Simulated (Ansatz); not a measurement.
# One shape, several levels: C2H5AlF (SMILES [CH2][Al]([CH3])[F])

Wanted: a comparison of 6 runs (UHF/3-21G, UHF/def2-SVP, UB3LYP/6-31G*, UCAM-B3LYP/def2-SVP, UPBE0/def2-SVP, USVWN5/def2-SVP) of C2H5AlF. 

The calculation is run with Ansatz 0.2.0.

55 further runs of the same task are left out: 1 that didn't finish, 54 set aside as unsound or not needed.

## 1. The molecule

C2H5AlF: 9 atoms, total charge 0, spin state doublet. As SMILES, `[CH2][Al]([CH3])[F]`. One bond was lengthened or shortened from a relaxed shape.

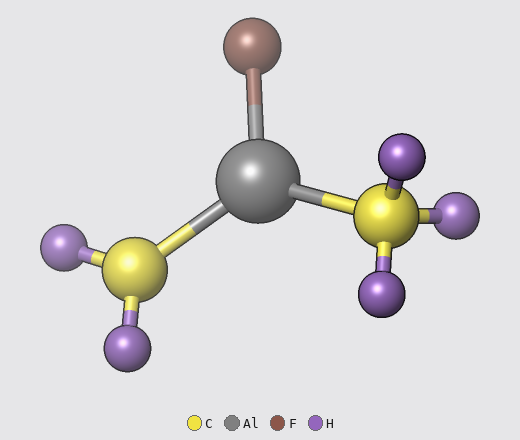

The structure, seen from a chosen angle (carbon yellow, aluminium grey, fluorine brown, hydrogen purple).

## 2. The energy at UHF/3-21G (run 1)

Input file molecule.yaml:

```yaml
crystal:
  periodic: [false, false, false]
  atoms:
    - {symbol: C, position_ang: [-0.665343, 1.734585, -0.620796]}
    - {symbol: Al, position_ang: [-0.091743, -0.081615, -0.397296]}
    - {symbol: C, position_ang: [0.628157, -0.855215, 1.228504]}
    - {symbol: F, position_ang: [-0.253200, -1.209400, -1.924700]}
    - {symbol: H, position_ang: [-1.065743, 2.136285, -1.549596]}
    - {symbol: H, position_ang: [-0.627943, 2.483885, 0.168204]}
    - {symbol: H, position_ang: [0.011757, -1.692715, 1.569804]}
    - {symbol: H, position_ang: [1.632257, -1.256315, 1.059304]}
    - {symbol: H, position_ang: [0.688957, -0.129215, 2.042904]}
basis:
  gaussian:
    orbitals: 3-21G.json
magnetization:
  spin_polarized: true
  initial_magnetization: 1
hamiltonian:
  xc: hf
accuracy: high
output: {orbitals: {seedname: orbitals}}
```

The basis set 3-21G is read from a file made from the Basis Set Exchange's data (not shown).

On the command line:

```sh
$ ansatz run molecule.yaml --threads 1 --pin off --max-ram 3480MiB --events-out events.jsonl --progress --plain --runs-dir runs
```

Log:

```text
Warning: RAYON_NUM_THREADS=1 ignored (pool sized by the plan → 1); use --threads N
Functional definition: HF
  name "HF"
  exchange = exact_x
  correlation = 0
1130 factors; integrals over basis functions are off by at most 7.7e-9 eV
mean field evaluation 1: about -11364.9099 eV, gradient 2.4e1 eV
mean field evaluation 2: about -11364.9038 eV, gradient 2.4e1 eV
mean field evaluation 4: about -11367.4269 eV, gradient 1.7e0 eV
mean field evaluation 8: about -11367.4609 eV, gradient 1.3e-1 eV
mean field -11367.46126763 eV, -417.7464964435 hartree, gradient 3.0e-8 eV, S^2 0.759196; 0 other end points of the search recorded, 0 dependent functions left out
reference -11367.46126763 eV, -417.7464964435 hartree; 20, 19 occupied and 30, 31 virtual orbitals, 1130 factors
Total energy: -11367.46126763 eV, -417.7464964435 hartree
```

It took 0.86 s on 1 thread of Arm Neoverse V1, shared host; peak memory 0.13 GiB.

## 3. A single-point energy at UHF/def2-SVP (run 2)

Edit molecule.yaml of step 2 so:

```diff
@@ -13,9 +13,5 @@
 basis:
-  gaussian:
-    orbitals: 3-21G.json
-magnetization:
-  spin_polarized: true
-  initial_magnetization: 1
-hamiltonian:
-  xc: hf
+  gaussian: {orbitals: def2-SVP}
+magnetization: {spin_polarized: true, initial_magnetization: 1}
+hamiltonian: {xc: hf}
 accuracy: high
```

On the command line:

```sh
$ ansatz run molecule.yaml --threads 1 --pin off --max-ram 3480MiB --events-out events.jsonl --progress --plain --runs-dir runs
```

Log:

```text
Warning: RAYON_NUM_THREADS=1 ignored (pool sized by the plan → 1); use --threads N
[... 4 set-up lines as earlier in the session ...]
1912 factors; integrals over basis functions are off by at most 5.6e-9 eV
mean field evaluation 1: about -11420.5503 eV, gradient 2.6e1 eV
mean field evaluation 2: about -11420.5953 eV, gradient 2.7e1 eV
mean field evaluation 4: about -11423.7349 eV, gradient 2.3e0 eV
mean field evaluation 8: about -11423.7859 eV, gradient 2.7e-1 eV
mean field evaluation 16: about -11423.7873 eV, gradient 2.0e-8 eV
mean field -11423.78732087 eV, -419.8164407209 hartree, gradient 6.7e-8 eV, S^2 0.757998; 0 other end points of the search recorded, 0 dependent functions left out
reference -11423.78732087 eV, -419.8164407209 hartree; 20, 19 occupied and 65, 66 virtual orbitals, 1912 factors
Total energy: -11423.78732087 eV, -419.8164407209 hartree
```

Run time: 3.3 s. Hardware: 1 thread of Arm Neoverse V1, shared host; peak memory 0.27 GiB.

Runs 3 to 4 aren't shown in full; the table further down has their settings and results.

## 4. A single-point energy at UPBE0/def2-SVP (run 5)

Input file input.yaml:

```yaml
basis:
  gaussian:
    orbitals: def2-SVP
crystal:
  periodic: [false, false, false]
  atoms:
    - symbol: C
      position_ang: [-0.665343, 1.734585, -0.620796]
    - symbol: Al
      position_ang: [-0.091743, -0.081615, -0.397296]
    - symbol: C
      position_ang: [0.628157, -0.855215, 1.228504]
    - symbol: F
      position_ang: [-0.253200, -1.209400, -1.924700]
    - symbol: H
      position_ang: [-1.065743, 2.136285, -1.549596]
    - symbol: H
      position_ang: [-0.627943, 2.483885, 0.168204]
    - symbol: H
      position_ang: [0.011757, -1.692715, 1.569804]
    - symbol: H
      position_ang: [1.632257, -1.256315, 1.059304]
    - symbol: H
      position_ang: [0.688957, -0.129215, 2.042904]
magnetization:
  spin_polarized: true
  initial_magnetization: 1
hamiltonian:
  xc: {name: PBE0}
accuracy: high
output: {orbitals: {seedname: orbitals}}
```

On the command line:

```sh
$ ansatz run input.yaml --threads 1 --pin off --max-ram 3480MiB --events-out events.jsonl --progress --plain --runs-dir runs
```

Log:

```text
Warning: RAYON_NUM_THREADS=1 ignored (pool sized by the plan → 1); use --threads N
Functional definition: PBE0
  name "PBE0"
  parameter a = 0.25
  parameter kappa = 0.804
  parameter beta = 0.06672455060314922
  exchange = (1 - a)*pbe_x(kappa = kappa, mu = beta*pi^2/3) + a*exact_x
  correlation = pbe_c(beta = beta)
1912 factors; integrals over basis functions are off by at most 5.6e-9 eV
mean field evaluation 1: about -11447.1921 eV, gradient 4.3e1 eV
mean field evaluation 2: about -11442.2472 eV, gradient 5.7e1 eV
mean field evaluation 4: about -11455.2212 eV, gradient 1.4e0 eV
mean field evaluation 8: about -11455.3705 eV, gradient 4.4e-2 eV
mean field evaluation 16: about -11455.3705 eV, gradient 5.5e-5 eV
mean field -11455.37054279 eV, -420.9771027184 hartree, gradient 2.3e-8 eV, S^2 0.753294; 0 other end points of the search recorded, 0 dependent functions left out
reference -11455.37054555 eV, -420.9771028198 hartree; 20, 19 occupied and 65, 66 virtual orbitals, 1912 factors
Total energy: -11455.37054555 eV, -420.9771028198 hartree
```

It took 14 s on 1 thread of Arm Neoverse V1, shared host; peak memory 0.38 GiB.

## 5. The energy at USVWN5/def2-SVP (run 6)

Edit molecule.yaml of step 3 so:

```diff
@@ -14,5 +14,5 @@
   gaussian: {orbitals: def2-SVP}
-magnetization: {spin_polarized: true, initial_magnetization: 1}
-hamiltonian: {xc: hf}
 accuracy: high
 output: {orbitals: {seedname: orbitals}}
+magnetization: {spin_polarized: true, initial_magnetization: 1}
+hamiltonian: {xc: {name: SVWN5}}
```

On the command line:

```sh
$ ansatz run molecule.yaml --threads 1 --pin off --max-ram 3480MiB --events-out events.jsonl --progress --plain --runs-dir runs
```

Log:

```text
Warning: RAYON_NUM_THREADS=1 ignored (pool sized by the plan → 1); use --threads N
Functional definition: SVWN5
  name "SVWN5"
  exchange = slater_x
  correlation = vwn5_c
1912 factors; integrals over basis functions are off by at most 5.6e-9 eV
mean field evaluation 1: about -11382.9708 eV, gradient 5.4e1 eV
mean field evaluation 2: about -11355.9449 eV, gradient 9.3e1 eV
mean field evaluation 4: about -11396.7417 eV, gradient 5.8e0 eV
mean field evaluation 8: about -11396.8846 eV, gradient 1.6e-1 eV
mean field evaluation 16: about -11396.8848 eV, gradient 1.7e-5 eV
mean field -11396.88477011 eV, -418.8277902157 hartree, gradient 1.4e-8 eV, S^2 0.752043; 0 other end points of the search recorded, 0 dependent functions left out
reference -11396.88477373 eV, -418.8277903488 hartree; 20, 19 occupied and 65, 66 virtual orbitals, 1912 factors
Total energy: -11396.88477373 eV, -418.8277903488 hartree
```

Wall time 5.1 s (1 thread of Arm Neoverse V1, shared host); peak memory 0.24 GiB.

## 6. Overview of the runs

```
run                                level  energy (Eh)  HOMO energy (eV)  LUMO energy (eV)   ⟨S²⟩  wall time
  1                            UHF/3-21G  -417.746496            -10.82              1.04  0.759     0.86 s
  2                         UHF/def2-SVP  -419.816441            -10.90              0.99  0.758      3.3 s
  3  UB3LYP/6-31G* (spherical functions)  -421.500702             -6.88             -3.06  0.753       11 s
  4                  UCAM-B3LYP/def2-SVP  -421.216022             -8.74             -1.82  0.753       14 s
  5                       UPBE0/def2-SVP  -420.977103             -7.47             -2.89  0.753       14 s
  6                      USVWN5/def2-SVP  -418.827790             -6.08             -4.57  0.752      5.1 s
```

## 7. What came out

```
                                 quantity          value
                      run 6: total energy  -418.82779 Eh
run 6: HOMO energy (highest over α and β)       -6.08 eV
 run 6: LUMO energy (lowest over α and β)       -4.57 eV
                              run 6: ⟨S²⟩          0.752
```

**Reading.** Totals of different functionals can't be ranked against each other. All runs together took 48 s, the longest 14 s.
